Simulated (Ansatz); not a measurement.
## Electronic structure of CH9AlSi2 (SMILES C[SiH]([AlH2])[SiH3]) in real space

The calculation's input:

```
crystal:
  periodic: [false, false, false]
  atoms:
    - {symbol: C, position_ang: [-1.240427, 1.381187, -0.536761]}
    - {symbol: Si, position_ang: [-0.229914, 0.200293, 0.537498]}
    - {symbol: Al, position_ang: [2.133040, 0.795166, 0.786633]}
    - {symbol: Si, position_ang: [-0.316003, -1.961602, -0.366024]}
    - {symbol: H, position_ang: [-0.810152, 1.453799, -1.537855]}
    - {symbol: H, position_ang: [-1.255763, 2.383709, -0.104229]}
    - {symbol: H, position_ang: [-2.271588, 1.034761, -0.632502]}
    - {symbol: H, position_ang: [-0.861068, 0.092539, 1.890153]}
    - {symbol: H, position_ang: [3.026493, 0.082956, 1.892233]}
    - {symbol: H, position_ang: [2.820545, 1.855096, -0.181650]}
    - {symbol: H, position_ang: [0.400985, -2.926853, 0.512329]}
    - {symbol: H, position_ang: [-1.717807, -2.435666, -0.541073]}
    - {symbol: H, position_ang: [0.342061, -1.989986, -1.703751]}
basis:
  gaussian: {orbitals: def2-TZVPP}
hamiltonian: {xc: pbe0, dispersion: d4}
output: {orbitals: {seedname: orbitals}}
```

Command:

```sh
ansatz run in.yaml --threads 4 --pin off --events-out ev --progress --plain --max-ram 10444MiB
```

Geometry: PBE0-D4/def2-TZVP.

Method: Ansatz, RKS PBE0-D4/def2-TZVPP.

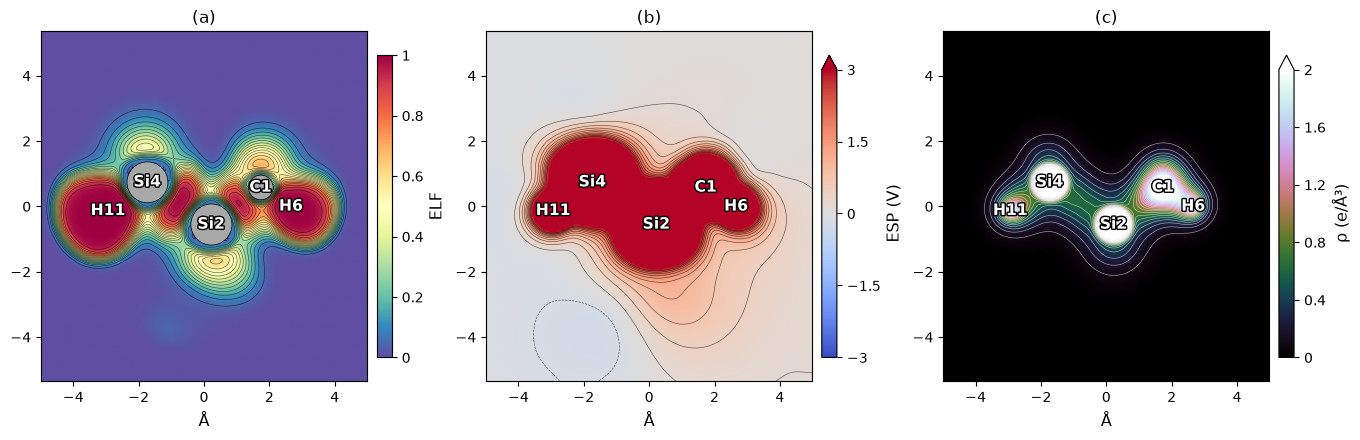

Figure 1. (a) electron localisation function; (b) electrostatic potential; (c) total electron density on the plane of atoms C1, Si2 and Si4. Grey discs cover the atomic cores in the ELF map.

> Interpret the plot.

The section cuts through C, Si and H sites.
C–Si (1.89 Å): ρ is about 0.92 e/Å³ halfway; the ELF peaks at about 0.95 between the atoms; a shared electron pair.
Si–Si (2.34 Å): the density is about 0.62 e/Å³ at the midpoint; the ELF peaks at about 1 between the atoms (localised, covalent bonding).
C–H (1.09 Å): the density is about 2 e/Å³ at the midpoint; the ELF climbs to about 1 towards the hydrogen, as it does in any bond to H (a covalent bond by its length).
Si–H (1.49 Å): ρ is about 0.79 e/Å³ halfway; the ELF climbs to about 1 towards the hydrogen.
The potential has no marked negative region in this plane.

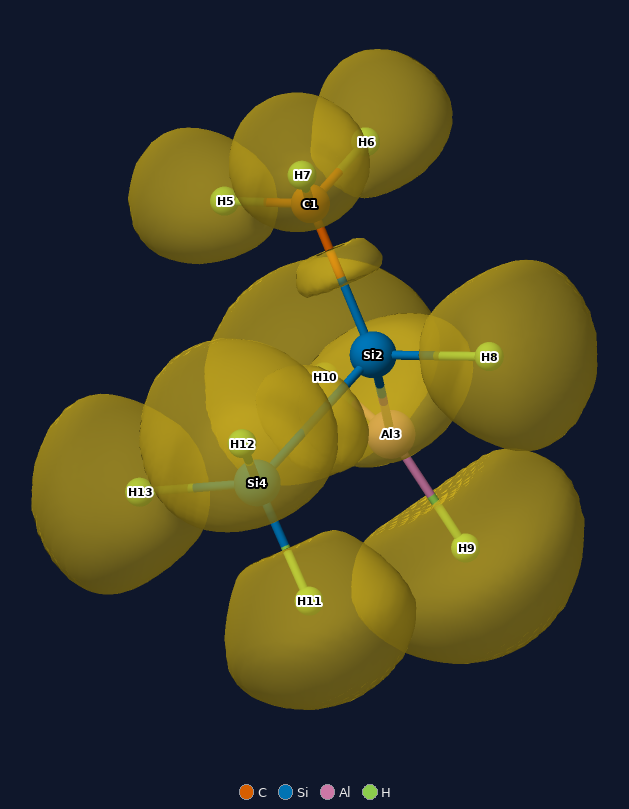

Figure 2. Isosurface of the electron localisation function at 0.85 (yellow), seen at an oblique angle. Core shells and regions of very low density are left out.

> Describe the localisation domains.

The ELF exceeds this value in one region between bonded Al–Si atoms (shared pairs), one region between bonded C–Si atoms (shared pairs), one region between bonded Si–Si atoms (shared pairs) and nine regions around hydrogen nuclei.

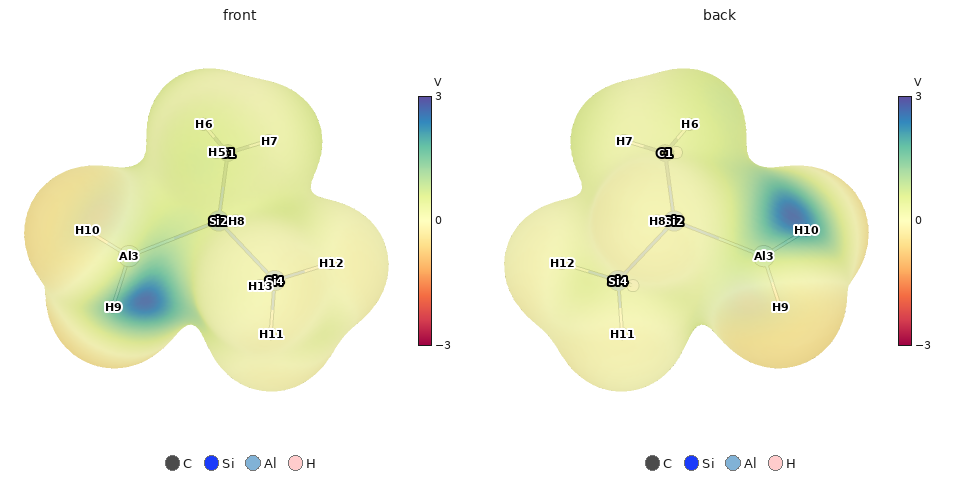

Figure 3. The molecular electrostatic potential painted on the density surface at 0.001 e/bohr³, seen from the front and from behind; the colour scale runs from red (negative) to blue (positive).

> Which sites attract a positive test charge, and which a negative one?

A positive charge is drawn to the negative regions and a negative charge to the positive ones. The most negative region (about −0.5 V, or −12 kcal/mol for a unit charge) lies over H9 and H10, the most positive (about +2.6 V, or +60 kcal/mol for a unit charge) over Al3.
